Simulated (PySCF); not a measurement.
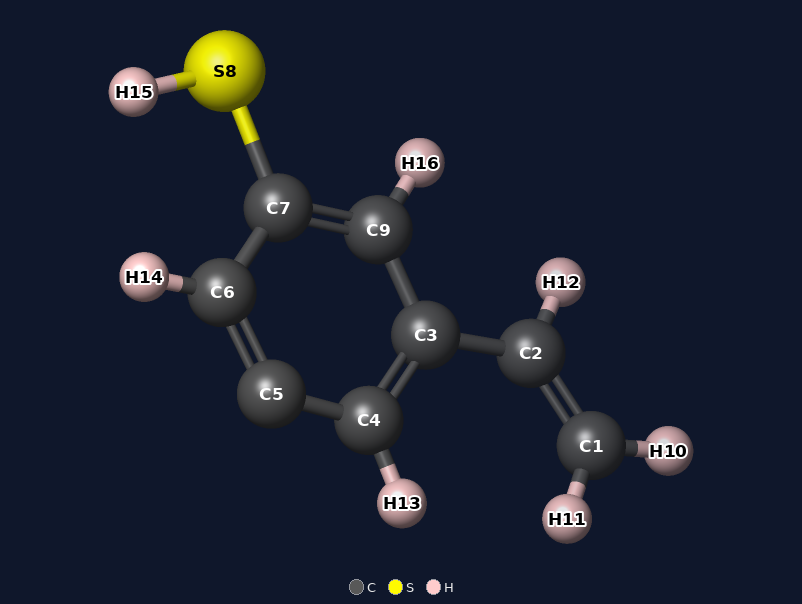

The species is neutral and a spin doublet. Computed geometry: GFN2-xTB optimisation. No frequency run is at hand to confirm it as a minimum. Properties computed with UKS B3LYP, pcH-1 on C H S, non-relativistic (PySCF 2.14.0).

Give the isotropic hyperfine couplings (Fermi-contact term alone) of C1, C2, C3, C4, C5, C6, C7, S8, C9, H10, H11, H12, H13, H14, H15, H16.

```json
{"atom": "C1", "isotope": "13C", "a_iso (MHz)": "0.3"}
{"atom": "C2", "isotope": "13C", "a_iso (MHz)": "5.8"}
{"atom": "C3", "isotope": "13C", "a_iso (MHz)": "48.4"}
{"atom": "C4", "isotope": "13C", "a_iso (MHz)": "13.8"}
{"atom": "C5", "isotope": "13C", "a_iso (MHz)": "388.7"}
{"atom": "C6", "isotope": "13C", "a_iso (MHz)": "17.1"}
{"atom": "C7", "isotope": "13C", "a_iso (MHz)": "62.9"}
{"atom": "S8", "isotope": "33S", "a_iso (MHz)": "−0.3"}
{"atom": "C9", "isotope": "13C", "a_iso (MHz)": "−6.9"}
{"atom": "H10", "isotope": "1H", "a_iso (MHz)": "0.3"}
{"atom": "H11", "isotope": "1H", "a_iso (MHz)": "0.7"}
{"atom": "H12", "isotope": "1H", "a_iso (MHz)": "7.8"}
{"atom": "H13", "isotope": "1H", "a_iso (MHz)": "62.3"}
{"atom": "H14", "isotope": "1H", "a_iso (MHz)": "55.5"}
{"atom": "H15", "isotope": "1H", "a_iso (MHz)": "1.6"}
{"atom": "H16", "isotope": "1H", "a_iso (MHz)": "4.3"}
```
